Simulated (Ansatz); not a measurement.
CH5BFGa

Input file:

```
crystal:
  periodic: [false, false, false]
  atoms:
    - { symbol: B, position_ang: [-0.6184, 1.0595, 0.3699] }
    - { symbol: C, position_ang: [0.4362, 0.3721, -0.5134] }
    - { symbol: F, position_ang: [1.5849, 0.3024, 0.1921] }
    - { symbol: Ga, position_ang: [0.2849, -1.6123, -0.0571] }
    - { symbol: H, position_ang: [-1.1031, 2.1372, -0.0094] }
    - { symbol: H, position_ang: [-0.9499, 0.6969, 1.4226] }
    - { symbol: H, position_ang: [0.6407, 0.9453, -1.4456] }
    - { symbol: H, position_ang: [-0.50307, -1.35083, 0.82128] }
    - { symbol: H, position_ang: [1.33972, -2.52563, -0.14957] }
basis:
  gaussian: { orbitals: def2-SVP }
hamiltonian:
  xc: pbe0
  dispersion: d4
relax:
  f_tol: 0.015
  max_steps: 40
output:
  orbitals: {}
```

Run with:

```sh
ansatz run input.yaml --threads 2 --pin off --max-ram 3072MiB --backend cpu --events-out ev --progress --plain --runs-dir out
```

The fields are those of the relaxed geometry.

The calculation used RKS PBE0-D4/def2-SVP in Ansatz 0.2.0.

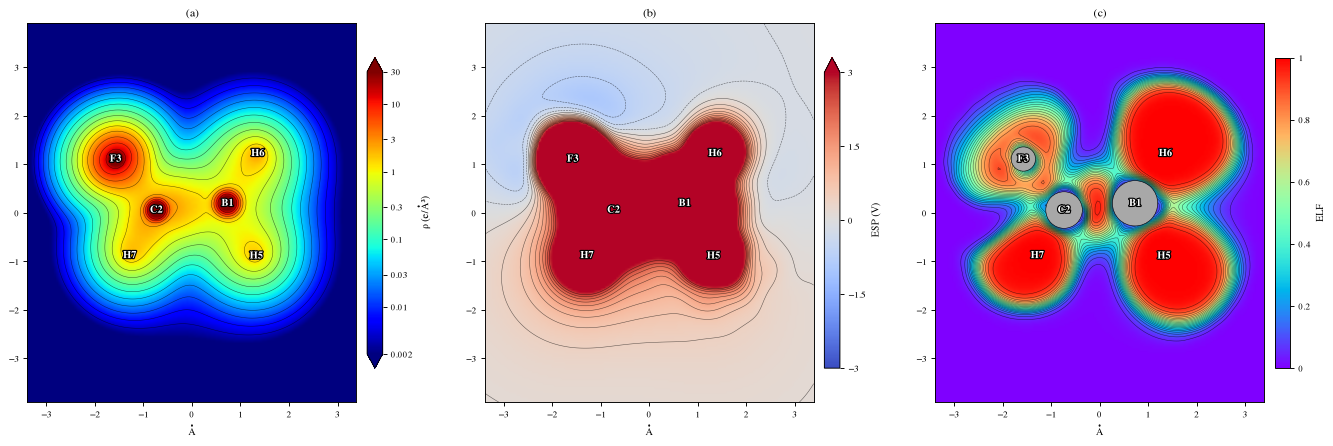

Figure 1. (a) electron density; (b) electrostatic potential; (c) electron localisation function on the plane of atoms B1, C2 and F3. Grey discs cover the atomic cores in the ELF map.

> Describe what can be read from this map.

Atoms in the plane: B, C, F and H. C–F (1.34 Å): the density is about 2.3 e/Å³ at the midpoint, with its minimum of 1.7 e/Å³ about 0.5 Å from C; the ELF peaks at about 0.85 between the atoms; a shared but strongly polarised pair. C–B (1.47 Å): ρ at the midpoint is about 1.6 e/Å³; the ELF peaks at about 0.95 between the atoms (localised, covalent bonding). C–H (1.10 Å): ρ is about 2 e/Å³ halfway; the ELF climbs to about 1 towards the hydrogen, as it does in any bond to H (a covalent bond by its length). B–H (1.20 Å): ρ is about 1.2 e/Å³ halfway; the ELF climbs to about 1 towards the hydrogen (an ordinary covalent bond to hydrogen). The ELF also peaks beside F3, away from the bonds: lone-pair regions. Outside the dense part of the molecule the potential is most negative (−1.0 V) near F3.

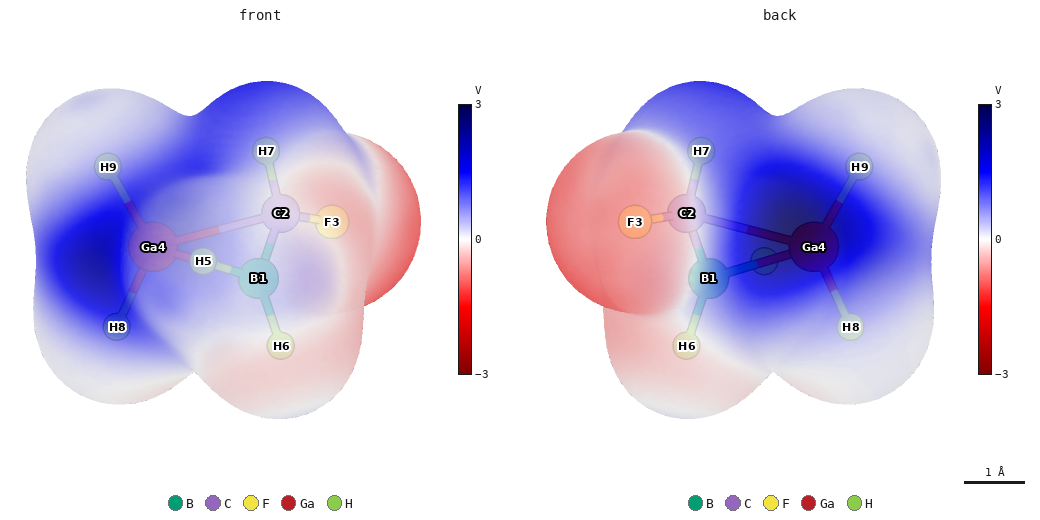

Figure 2. The molecular electrostatic potential painted on the density surface at 0.002 e/bohr³, seen from the front and from behind; red is negative and blue positive.

> Where is the surface potential most negative and most positive?

The most negative region (about −0.9 V, or −21 kcal/mol for a unit charge) lies over F3, the most positive (about +2.8 V, or +65 kcal/mol for a unit charge) over Ga4.

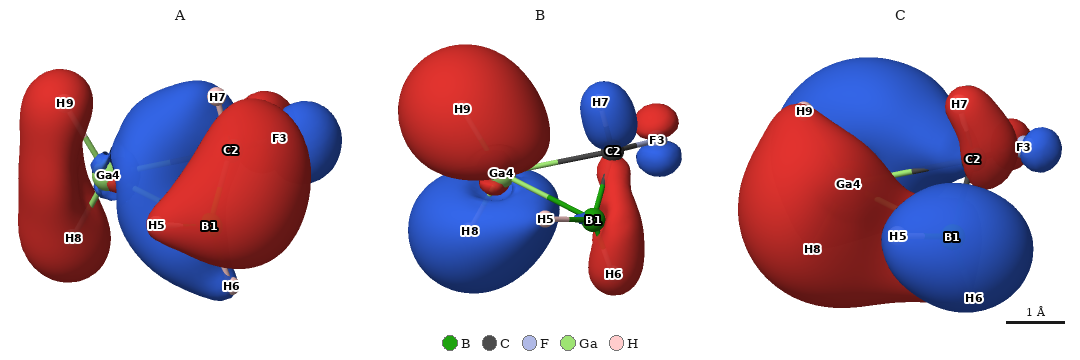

Figure 3. Three frontier orbitals at ±0.08 Å⁻³ᐟ² (red and blue are the two phases), in no order.

> Order the three orbitals by energy and name them.

B is the HOMO−1 (−8.97 eV). By Hirshfeld shares it lies mainly on Ga4 (about 35 %), H9 (about 30 %) and H8 (about 25 %). A is the HOMO (−7.47 eV). Its weight (Hirshfeld) is mainly on C2 (about 30 %), B1 (about 20 %), Ga4 (about 20 %) and F3 (about 15 %). C is the LUMO (−1.92 eV). It lies mainly on Ga4 (about 55 %), B1 (about 20 %) and C2 (about 5 %).

> What is the HOMO–LUMO gap?

5.55 eV between the orbital energies.

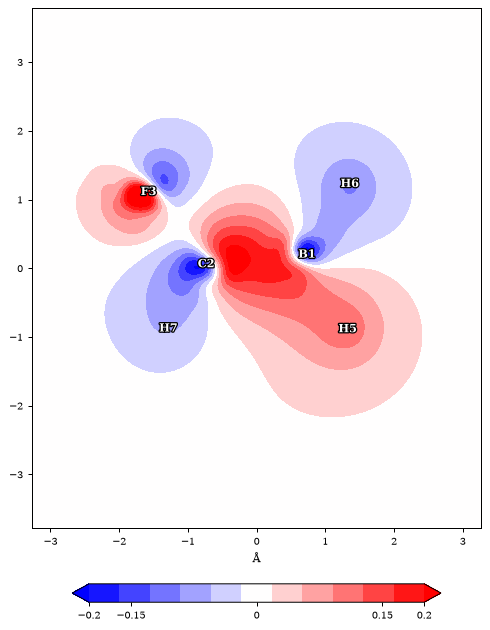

Figure 4. One frontier orbital on the plane of atoms B1, C2 and F3 (values in Å⁻³ᐟ²; the overall sign is arbitrary).

> Which orbital is it: HOMO or LUMO?

The HOMO, at −7.47 eV. Its weight (Hirshfeld) is mainly on C2 (about 30 %), B1 (about 20 %), Ga4 (about 20 %) and F3 (about 15 %).
